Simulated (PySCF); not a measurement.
C$_{4}$H$_{9}$FOSi (SMILES C/C(=C/O[SiH3])CF)

Input

```
{"job": {"kind": "nmr", "xc": "PBE0", "basis": "pcSseg-1"}, "charge": 0, "multiplicity": 1}
C     -2.018882    -1.087374     0.665249
C     -0.907947    -0.141817     0.331995
C      0.355165    -0.536062     0.198543
O      1.356756     0.308090    -0.122901
Si     2.976963     0.157426    -0.060612
C     -1.293549     1.299005     0.154509
F     -2.001567     1.756992     1.246778
H     -1.638382    -2.090029     0.836290
H     -2.743642    -1.117762    -0.148240
H     -2.538469    -0.744706     1.558984
H      0.629794    -1.576947     0.322949
H      3.430537     0.039594     1.326316
H      3.341505     1.409509    -0.701732
H      3.409428    -1.032193    -0.798264
H     -0.410003     1.934677     0.055413
H     -1.955306     1.430542    -0.710709
```

Command:

```sh
OMP_NUM_THREADS=1 python probes_run.py task.json out
```

Geometry: GFN2-xTB.

Theory: PBE0/pcSseg-1, SCF density, gas phase, non-relativistic (PySCF).

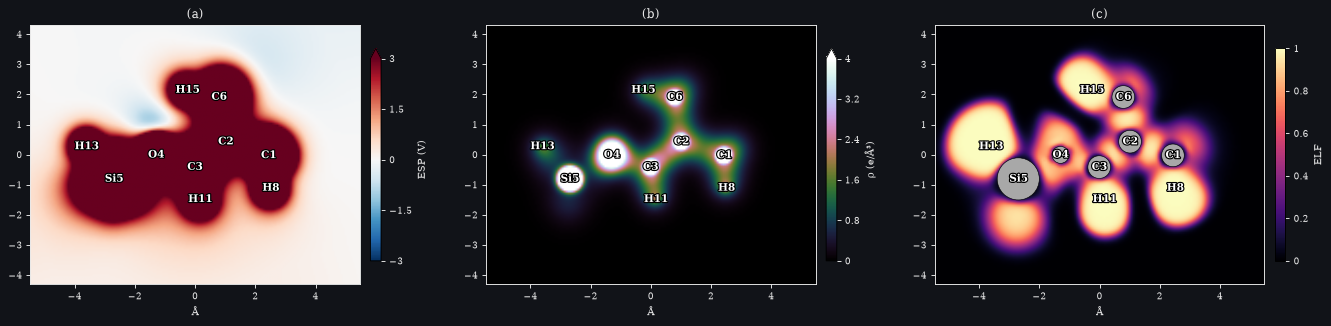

Figure 1. (a) molecular electrostatic potential; (b) electron density; (c) ELF on the plane of atoms C2, C1 and H8. Grey discs cover the atomic cores in the ELF map.

Read the bonding off the picture.

Answer. The plane passes through C, O, Si and H nuclei.
C–C (1.33 Å): the density is about 2.3 e/Å³ at the midpoint; the ELF peaks at about 0.95 between the atoms: a short, multiple covalent bond.
C–O (1.35 Å): the density is about 2.3 e/Å³ at the midpoint, with its minimum of 1.9 e/Å³ about 0.5 Å from C; the ELF peaks at about 0.90 between the atoms, as expected for a shared but strongly polarised pair.
Si–O (1.63 Å): ρ is about 1.1 e/Å³ halfway; the ELF peaks at about 0.90 between the atoms; a short, strongly polar bond.
C–H (1.08 Å): ρ is about 2.1 e/Å³ halfway; the ELF climbs to about 1 towards the hydrogen, as it does in any bond to H: a covalent bond by its length.
C–C (1.50 Å): ρ is about 1.7 e/Å³ halfway; the ELF peaks at about 0.95 between the atoms: a shared electron pair.
The ELF also peaks beside O4, away from the bonds: lone-pair regions.
Outside the dense part of the molecule the potential is most negative (−1.0 V) near O4.

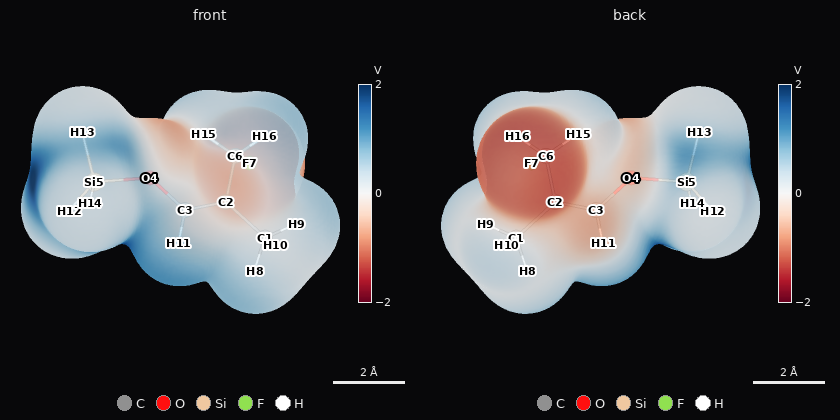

Figure 2. The electrostatic potential painted on the density surface at 0.002 e/bohr³, seen from the front and from behind; the colour scale runs from red (negative) to blue (positive).

Which sites attract a positive test charge, and which a negative one?

Answer. A positive charge is drawn to the negative regions and a negative charge to the positive ones. The most negative region (about −1.3 V, or −30 kcal/mol for a unit charge) lies over F7, the most positive (about +1.9 V, or +44 kcal/mol for a unit charge) over Si5.

How polar is the molecule by this calculation?

Answer. Its dipole moment is 2.46 D.
